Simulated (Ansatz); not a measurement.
# ClFH12OSi5 (built from SMILES F.[SiH3][Si]([SiH3])([SiH3])O[SiH2]Cl): search for a transition state

Is there a first-order saddle for this four-centre ligand exchange, which should form Si1–F9, Cl2–H8 and break Si1–Cl2, H8–F9, and which two structures does it connect?

The runs use Ansatz 0.2.0, Gaussian basis; PBE0-D4, def2-SVP first, then def2-TZVP.

### Step 1. The starting structure

The guess: 20 atoms, charge 0, spin multiplicity 1.

Atoms are counted from 1 here; the program's logs count them from 0.

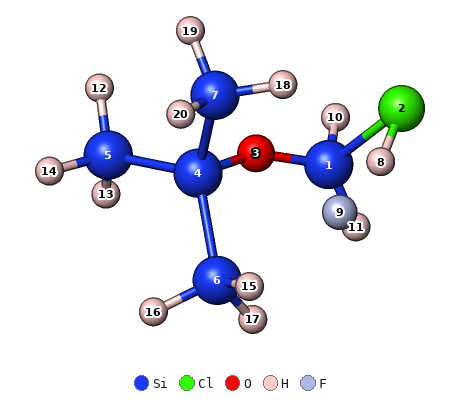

The starting geometry (silicon blue, chlorine green, oxygen red, hydrogen pink, fluorine light blue); atoms are numbered from 1 in the order of the file.

Coordinates:

```xyz
20

Si   -1.04740   -1.91750   -1.09190
Cl    0.80280   -3.25620   -1.53270
O    -0.65980   -0.39480   -0.91530
Si    0.02540    0.75800    0.14130
Si   -1.08700    2.62940   -0.70030
Si   -0.51910    0.10560    2.32300
Si    2.29900    0.62400   -0.40510
H     0.83640   -2.95260   -0.17840
F     0.15490   -2.24120    0.74130
H    -1.46400   -1.94990   -2.49120
H    -1.94460   -2.63460   -0.22040
H    -0.77980    2.97310   -2.09530
H    -2.55410    2.56720   -0.64220
H    -0.69630    3.80320    0.09050
H     0.57530   -0.55770    3.03380
H    -0.80910    1.33520    3.08620
H    -1.71620   -0.73300    2.43420
H     2.84290   -0.73600   -0.53180
H     2.64130    1.28490   -1.67590
H     3.09940    1.29280    0.63030
```

Distances that are to change: Si1–F9 2.22 Å, Cl2–H8 1.39 Å, Si1–Cl2 2.33 Å, H8–F9 1.35 Å.

### Step 2. Relaxing the guess with the reacting distances held

Contents of hold/in.yaml:

```yaml
crystal:
  periodic: [false, false, false]
  atoms:
    - {symbol: Si, position_ang: [-1.047400, -1.917500, -1.091900]}
    - {symbol: Cl, position_ang: [0.802800, -3.256200, -1.532700]}
    - {symbol: O, position_ang: [-0.659800, -0.394800, -0.915300]}
    - {symbol: Si, position_ang: [0.025400, 0.758000, 0.141300]}
    - {symbol: Si, position_ang: [-1.087000, 2.629400, -0.700300]}
    - {symbol: Si, position_ang: [-0.519100, 0.105600, 2.323000]}
    - {symbol: Si, position_ang: [2.299000, 0.624000, -0.405100]}
    - {symbol: H, position_ang: [0.836400, -2.952600, -0.178400]}
    - {symbol: F, position_ang: [0.154900, -2.241200, 0.741300]}
    - {symbol: H, position_ang: [-1.464000, -1.949900, -2.491200]}
    - {symbol: H, position_ang: [-1.944600, -2.634600, -0.220400]}
    - {symbol: H, position_ang: [-0.779800, 2.973100, -2.095300]}
    - {symbol: H, position_ang: [-2.554100, 2.567200, -0.642200]}
    - {symbol: H, position_ang: [-0.696300, 3.803200, 0.090500]}
    - {symbol: H, position_ang: [0.575300, -0.557700, 3.033800]}
    - {symbol: H, position_ang: [-0.809100, 1.335200, 3.086200]}
    - {symbol: H, position_ang: [-1.716200, -0.733000, 2.434200]}
    - {symbol: H, position_ang: [2.842900, -0.736000, -0.531800]}
    - {symbol: H, position_ang: [2.641300, 1.284900, -1.675900]}
    - {symbol: H, position_ang: [3.099400, 1.292800, 0.630300]}
basis:
  gaussian: {orbitals: def2-SVP}
hamiltonian: {xc: pbe0, dispersion: d4}
relax: {f_tol: 0.04, max_steps: 150, escape_saddle: false, constraints: [{distance: [0, 8]}, {distance: [1, 7]}, {distance: [0, 1]}, {distance: [7, 8]}]}
```

The run is started by

```
$ ansatz run in.yaml --threads 4 --pin off --events-out ev --progress --plain --max-ram 46080MiB --backend cuda --devices 0, --max-vram 37GiB
```

The program printed, cut to the lines that bear on the results:

```text
Functional definition: PBE0
  name "PBE0"
  cite "Adamo & Barone, J. Chem. Phys. 110, 6158 (1999) doi:10.1063/1.478522"
  cite "Perdew, Burke & Ernzerhof, Phys. Rev. Lett. 77, 3865 (1996) doi:10.1103/PhysRevLett.77.3865"
  parent pbe
[...]
1981 factors; integrals over basis functions are off by at most 5.6e-4 eV
[...]
mean field -56825.91105757 eV, -2088.3137133798 hartree, gradient 3.3e-5 eV, S^2 0.000000; 0 other end points of the search recorded, 0 dependent functions left out
[...]
reference -56825.91109845 eV, -2088.3137148822 hartree; 58, 58 occupied and 138, 138 virtual orbitals, 1981 factors
relax step   1: F+E_penalty+E_count = -56826.53555292 eV  Δ(F+E_penalty+E_count) = +0.000e0 eV  max|allowed force component| = 1.403e0 eV/Å  Δτ_max = 0.0000 Å  (27 SCF iters, accepted)
[...]
relax step   3: F+E_penalty+E_count = -56826.87047464 eV  Δ(F+E_penalty+E_count) = -7.026e-2 eV  max|allowed force component| = 5.702e-1 eV/Å  Δτ_max = 0.0609 Å  (30 SCF iters, accepted)
[...]
relax step   5: F+E_penalty+E_count = -56826.91458159 eV  Δ(F+E_penalty+E_count) = -7.126e-3 eV  max|allowed force component| = 9.635e-2 eV/Å  Δτ_max = 0.0744 Å  (29 SCF iters, accepted)
[...]
relax step   7: F+E_penalty+E_count = -56826.92155294 eV  Δ(F+E_penalty+E_count) = -3.311e-3 eV  max|allowed force component| = 1.185e-2 eV/Å  Δτ_max = 0.0458 Å  (29 SCF iters, accepted)
[...]
Atom 4 at    -0.957771     2.723690    -0.568810 Å, force     0.001465     0.007963     0.001623 eV/Å
Atom 5 at    -0.566792     0.119297     2.256461 Å, force     0.000479    -0.001215     0.003121 eV/Å
Atom 6 at     2.222607     0.631274    -0.396091 Å, force     0.010709     0.001242     0.005304 eV/Å
Atom 7 at     0.953233    -2.785117    -0.232213 Å, force    -0.602612     1.075072     1.897757 eV/Å
Atom 8 at     0.243124    -2.050179     0.646417 Å, force     0.409606    -0.686329    -1.150776 eV/Å
Atom 9 at    -1.543612    -2.317233    -2.525385 Å, force     0.001739    -0.000173    -0.000776 eV/Å
Atom 10 at    -1.923918    -2.812445    -0.191818 Å, force     0.001528     0.000146    -0.002471 eV/Å
Atom 11 at    -0.686471     3.042183    -2.005097 Å, force    -0.001403     0.000855    -0.002299 eV/Å
Atom 12 at    -2.435561     2.775230    -0.336604 Å, force     0.006945    -0.005974     0.000259 eV/Å
Atom 13 at    -0.305229     3.767927     0.283543 Å, force    -0.002053    -0.004409    -0.002025 eV/Å
Atom 14 at     0.590787    -0.508769     2.955383 Å, force    -0.001983     0.000069     0.002627 eV/Å
Atom 15 at    -0.907127     1.391663     2.975968 Å, force     0.004209    -0.002761    -0.000355 eV/Å
Atom 16 at    -1.768727    -0.767523     2.316273 Å, force     0.004234     0.003041     0.000390 eV/Å
Atom 17 at     2.829560    -0.714307    -0.153158 Å, force    -0.010339     0.019502    -0.001665 eV/Å
Atom 18 at     2.507697     1.035023    -1.809685 Å, force    -0.000110    -0.007017     0.012273 eV/Å
Atom 19 at     2.865042     1.625529     0.521444 Å, force    -0.003908    -0.010356    -0.011819 eV/Å
Dipole moment:    -0.005238    -0.366862    -0.253097 e Å
```

It took 15 s on 1 × a share of an NVIDIA H100 with 4 threads of AMD EPYC 7R13, shared host; peak host memory 1.1 GiB.

Relaxation path:

| step | energy from step 1 (eV) | largest force component (eV/Å) |
| --- | --- | --- |
| 1 | 0.0000 | 1.4030 |
| 2 | -0.2647 | 1.3781 |
| 3 | -0.3349 | 0.5702 |
| 4 | -0.3719 | 0.1666 |
| 5 | -0.3790 | 0.0963 |
| 6 | -0.3827 | 0.0544 |
| 7 | -0.3860 | 0.0118 |
| 8 | -0.3869 | 0.1186 |
| 9 | -0.3867 | 0.0914 |
| 10 | -0.3886 | 0.0195 |

Close pairs (by a distance rule), those that changed most:

| bond | before (Å) | after (Å) | change (Å) |
| --- | --- | --- | --- |
| Si1–O3 | 1.581 | 1.628 | +0.047 |
| Si1–H11 | 1.442 | 1.478 | +0.037 |
| Si5–H14 | 1.468 | 1.498 | +0.029 |
| Si6–H17 | 1.466 | 1.495 | +0.029 |
| Si7–H20 | 1.470 | 1.498 | +0.028 |
| Si5–H13 | 1.470 | 1.497 | +0.027 |
| Si6–H15 | 1.464 | 1.491 | +0.027 |
| Si5–H12 | 1.469 | 1.496 | +0.027 |

### Step 3. A starting Hessian

Contents of hessian/in.yaml:

```yaml
crystal:
  periodic: [false, false, false]
  atoms:
    - {symbol: Si, position_ang: [-1.068990, -2.066064, -1.139369]}
    - {symbol: Cl, position_ang: [0.887581, -3.259703, -1.535244]}
    - {symbol: O, position_ang: [-0.848520, -0.454416, -1.075655]}
    - {symbol: Si, position_ang: [-0.086910, 0.623839, 0.013741]}
    - {symbol: Si, position_ang: [-0.957771, 2.723690, -0.568810]}
    - {symbol: Si, position_ang: [-0.566792, 0.119297, 2.256461]}
    - {symbol: Si, position_ang: [2.222607, 0.631274, -0.396091]}
    - {symbol: H, position_ang: [0.953233, -2.785117, -0.232213]}
    - {symbol: F, position_ang: [0.243124, -2.050179, 0.646417]}
    - {symbol: H, position_ang: [-1.543612, -2.317233, -2.525385]}
    - {symbol: H, position_ang: [-1.923918, -2.812445, -0.191818]}
    - {symbol: H, position_ang: [-0.686471, 3.042183, -2.005097]}
    - {symbol: H, position_ang: [-2.435561, 2.775230, -0.336604]}
    - {symbol: H, position_ang: [-0.305229, 3.767927, 0.283543]}
    - {symbol: H, position_ang: [0.590787, -0.508769, 2.955383]}
    - {symbol: H, position_ang: [-0.907127, 1.391663, 2.975968]}
    - {symbol: H, position_ang: [-1.768727, -0.767523, 2.316273]}
    - {symbol: H, position_ang: [2.829560, -0.714307, -0.153158]}
    - {symbol: H, position_ang: [2.507697, 1.035023, -1.809685]}
    - {symbol: H, position_ang: [2.865042, 1.625529, 0.521444]}
basis:
  gaussian: {orbitals: def2-SVP}
hamiltonian: {xc: pbe0, dispersion: d4}
phonons: {}
scf: {lower_state_search: off}
```

The run is started by

```
$ ansatz run in.yaml --threads 4 --pin off --events-out ev --progress --plain --max-ram 46080MiB --backend cuda --devices 0, --max-vram 37GiB
```

The program printed, cut to the lines that bear on the results:

```text
[... 5 set-up lines as earlier in the session ...]
[...]
1989 factors; integrals over basis functions are off by at most 4.2e-4 eV
[...]
mean field -56826.29335901 eV, -2088.3277626987 hartree, gradient 7.7e-6 eV, S^2 0.000000; 0 other end points of the search recorded, 0 dependent functions left out
[...]
reference -56826.29339941 eV, -2088.3277641831 hartree; 58, 58 occupied and 138, 138 virtual orbitals, 1989 factors
[... from here to the last solve, the lines of the solves are left out (119 solves) ...]
1989 factors; integrals over basis functions are off by at most 4.2e-4 eV
mean field -56826.29336731 eV, -2088.3277630037 hartree, gradient 9.4e-6 eV, S^2 0.000000; 0 other end points of the search recorded, 0 dependent functions left out
[...]
reference -56826.29340771 eV, -2088.3277644881 hartree; 58, 58 occupied and 138, 138 virtual orbitals, 1989 factors
[...]
WARN: phonons: 3 modes above zero are rigid motions of the cell's bodies and no vibrations: the zero-point energy, free energy, entropy and heat capacity leave them out. With what each would have added to F at 1000 K, by the weight of its row in the mesh: 0.01 cm⁻¹ (-1.004 eV; rigid [...]
WARN: phonons: modes at or below zero, which the zero-point energy, F, S and C_V leave out: 2, the lowest at -629.09 cm⁻¹. A minimum has none, and a first-order saddle one
[...]
Atom 9 at    -1.543612    -2.317233    -2.525385 Å, force     0.001736    -0.000211    -0.000755 eV/Å
Atom 10 at    -1.923918    -2.812445    -0.191818 Å, force     0.001561     0.000317    -0.002257 eV/Å
Atom 11 at    -0.686471     3.042183    -2.005097 Å, force    -0.001466     0.000872    -0.002335 eV/Å
Atom 12 at    -2.435561     2.775230    -0.336604 Å, force     0.006925    -0.006018     0.000264 eV/Å
Atom 13 at    -0.305229     3.767927     0.283543 Å, force    -0.002132    -0.004373    -0.002094 eV/Å
Atom 14 at     0.590787    -0.508769     2.955383 Å, force    -0.001929     0.000032     0.002548 eV/Å
Atom 15 at    -0.907127     1.391663     2.975968 Å, force     0.004264    -0.002754    -0.000351 eV/Å
Atom 16 at    -1.768727    -0.767523     2.316273 Å, force     0.004315     0.003245     0.000609 eV/Å
Atom 17 at     2.829560    -0.714307    -0.153158 Å, force    -0.010378     0.019495    -0.001742 eV/Å
Atom 18 at     2.507697     1.035023    -1.809685 Å, force    -0.000058    -0.006919     0.012326 eV/Å
Atom 19 at     2.865042     1.625529     0.521444 Å, force    -0.003734    -0.010450    -0.011845 eV/Å
Dipole moment:    -0.005232    -0.366862    -0.253102 e Å
[...]
Checks for a lower state left out: stability, starts, cluster_reference, orbital_swaps, neighbouring_geometries, increment
```

Run time: 2 min. Hardware: 1 × a share of an NVIDIA H100 with 4 threads of AMD EPYC 7R13, shared host; peak host memory 1 GiB.

The structure is not stationary yet, so these wavenumbers are no spectrum; the search needs only the force constants.

### Step 4. Saddle search in the small basis

A small driver takes partitioned rational-function steps: uphill along one mode, downhill along the rest. It calls the program once a step for energy and forces and updates the Hessian by Bofill's formula. It stops when the largest force is under 0.04 eV/Å and the followed curvature is negative. The first step's input:

Contents of presaddle/in.yaml:

```yaml
crystal:
  periodic: [false, false, false]
  atoms:
    - {symbol: Si, position_ang: [-1.068990, -2.066064, -1.139369]}
    - {symbol: Cl, position_ang: [0.887581, -3.259703, -1.535244]}
    - {symbol: O, position_ang: [-0.848520, -0.454416, -1.075655]}
    - {symbol: Si, position_ang: [-0.086910, 0.623839, 0.013741]}
    - {symbol: Si, position_ang: [-0.957771, 2.723690, -0.568810]}
    - {symbol: Si, position_ang: [-0.566792, 0.119297, 2.256461]}
    - {symbol: Si, position_ang: [2.222607, 0.631274, -0.396091]}
    - {symbol: H, position_ang: [0.953233, -2.785117, -0.232213]}
    - {symbol: F, position_ang: [0.243124, -2.050179, 0.646417]}
    - {symbol: H, position_ang: [-1.543612, -2.317233, -2.525385]}
    - {symbol: H, position_ang: [-1.923918, -2.812445, -0.191818]}
    - {symbol: H, position_ang: [-0.686471, 3.042183, -2.005097]}
    - {symbol: H, position_ang: [-2.435561, 2.775230, -0.336604]}
    - {symbol: H, position_ang: [-0.305229, 3.767927, 0.283543]}
    - {symbol: H, position_ang: [0.590787, -0.508769, 2.955383]}
    - {symbol: H, position_ang: [-0.907127, 1.391663, 2.975968]}
    - {symbol: H, position_ang: [-1.768727, -0.767523, 2.316273]}
    - {symbol: H, position_ang: [2.829560, -0.714307, -0.153158]}
    - {symbol: H, position_ang: [2.507697, 1.035023, -1.809685]}
    - {symbol: H, position_ang: [2.865042, 1.625529, 0.521444]}
basis:
  gaussian: {orbitals: def2-SVP}
hamiltonian: {xc: pbe0, dispersion: d4}
output: {forces: true}
scf: {lower_state_search: off}
```

The run is started by

```
$ ansatz run in.yaml --threads 4 --pin off --events-out ev --progress --plain --max-ram 46080MiB --backend cpu
```

The driver's record:

| step | energy (eV) | largest force (eV/Å) | followed curvature (eV/Å²) |
| --- | --- | --- | --- |
| 1 | -56826.92414 | 1.8977 | -6.18 |
| 2 | -56827.12530 | 1.0467 | -6.51 |
| 3 | -56827.13954 | 1.1148 | -6.62 |
| 4 | -56827.17634 | 0.4072 | -6.62 |
| 5 | -56827.19774 | 0.2872 | -6.61 |
| 6 | -56827.20328 | 0.1351 | -6.64 |
| 7 | -56827.20284 | 0.1334 | -6.76 |
| 8 | -56827.20651 | 0.0664 | -6.77 |
| 9 | -56827.20735 | 0.0370 | -6.76 |

The 9 steps took 34 s in all (4 threads of AMD EPYC 7R13, shared host).

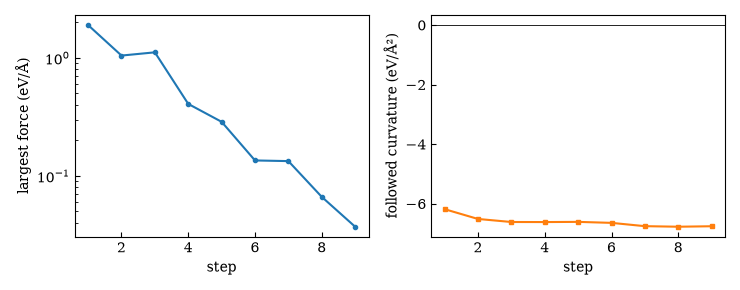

Largest force and followed curvature during the search.

### Step 5. Saddle search in triple zeta

The search itself is an outer loop (partitioned rational-function steps, Bofill update of the Hessian). Each step is one single-point run with forces. It stops when the largest force is under 0.018 eV/Å and the followed curvature is negative. The first step's input:

Contents of saddle/in.yaml:

```yaml
crystal:
  periodic: [false, false, false]
  atoms:
    - {symbol: Si, position_ang: [-0.992978, -2.077278, -1.104493]}
    - {symbol: Cl, position_ang: [1.038709, -3.498506, -1.585630]}
    - {symbol: O, position_ang: [-0.815385, -0.451030, -0.997411]}
    - {symbol: Si, position_ang: [-0.096446, 0.697798, 0.023634]}
    - {symbol: Si, position_ang: [-1.045507, 2.758660, -0.559707]}
    - {symbol: Si, position_ang: [-0.509147, 0.206177, 2.290160]}
    - {symbol: Si, position_ang: [2.217325, 0.675328, -0.370932]}
    - {symbol: H, position_ang: [0.845340, -2.954921, -0.204224]}
    - {symbol: F, position_ang: [0.096615, -2.301701, 0.437889]}
    - {symbol: H, position_ang: [-1.240556, -2.284649, -2.551423]}
    - {symbol: H, position_ang: [-2.083255, -2.747346, -0.356517]}
    - {symbol: H, position_ang: [-0.822276, 3.045475, -2.009945]}
    - {symbol: H, position_ang: [-2.515485, 2.752921, -0.283259]}
    - {symbol: H, position_ang: [-0.401789, 3.834688, 0.256891]}
    - {symbol: H, position_ang: [0.576526, -0.632855, 2.886745]}
    - {symbol: H, position_ang: [-0.597978, 1.489917, 3.059930]}
    - {symbol: H, position_ang: [-1.817296, -0.513882, 2.406822]}
    - {symbol: H, position_ang: [2.762482, -0.678681, -0.044814]}
    - {symbol: H, position_ang: [2.521649, 0.989496, -1.800501]}
    - {symbol: H, position_ang: [2.879450, 1.690291, 0.506885]}
basis:
  gaussian: {orbitals: def2-TZVP}
hamiltonian: {xc: pbe0, dispersion: d4}
output: {forces: true}
scf: {lower_state_search: off}
```

The run is started by

```
$ ansatz run in.yaml --threads 4 --pin off --events-out ev --progress --plain --max-ram 46080MiB --backend cuda --devices 0, --max-vram 37GiB
```

The driver's record:

| step | energy (eV) | largest force (eV/Å) | followed curvature (eV/Å²) |
| --- | --- | --- | --- |
| 1 | -56851.35706 | 0.6464 | -6.76 |
| 2 | -56851.38507 | 0.2574 | -6.75 |
| 3 | -56851.39625 | 0.1969 | -6.99 |
| 4 | -56851.39442 | 0.1874 | -6.74 |
| 5 | -56851.40039 | 0.1012 | -6.78 |
| 6 | -56851.40544 | 0.0845 | -6.83 |
| 7 | -56851.41109 | 0.1486 | -6.82 |
| 8 | -56851.42216 | 0.1767 | -6.79 |
| 9 | -56851.42592 | 0.3542 | -6.76 |
| 10 | -56851.43513 | 0.3464 | -6.62 |
| 11 | -56851.43288 | 0.2020 | -6.53 |
| 14 | -56851.44572 | 0.2089 | -7.00 |
| 17 | -56851.45255 | 0.0805 | -6.77 |
| 20 | -56851.45387 | 0.1346 | -6.64 |
| 23 | -56851.45545 | 0.0283 | -6.81 |
| 26 | -56851.45654 | 0.0528 | -6.80 |
| 29 | -56851.45720 | 0.1194 | -6.82 |
| 32 | -56851.45834 | 0.0398 | -6.81 |
| 35 | -56851.45863 | 0.1087 | -6.86 |
| 38 | -56851.45926 | 0.0328 | -6.87 |
| 39 | -56851.45945 | 0.0362 | -6.89 |
| 40 | -56851.45947 | 0.0394 | -6.91 |
| 41 | -56851.45958 | 0.0510 | -6.93 |
| 42 | -56851.45967 | 0.0529 | -6.98 |
| 43 | -56851.45983 | 0.0350 | -7.01 |
| 44 | -56851.45992 | 0.0375 | -7.02 |
| 45 | -56851.46009 | 0.0249 | -7.02 |

The 45 steps took 2.4 min in all (1 × NVIDIA H100 with 4 threads of AMD EPYC 7R13, shared host).

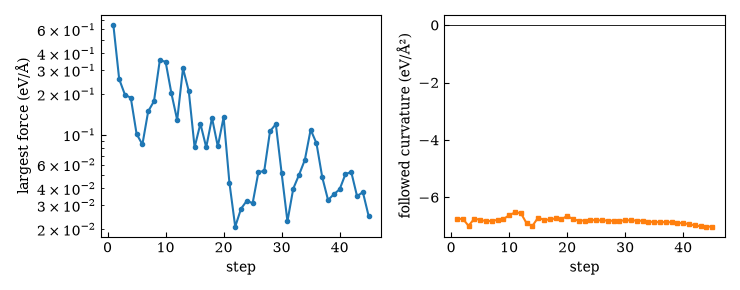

Largest force and followed curvature during the search.

### Step 6. Outcome

```
               quantity                         value
                 search  not converged after 45 steps
     last largest force                    0.025 eV/Å
last followed curvature                   -7.02 eV/Å²
```

No saddle point was found from this guess, so no barrier can be given. The curvature is negative, but the forces are still above the tolerance.
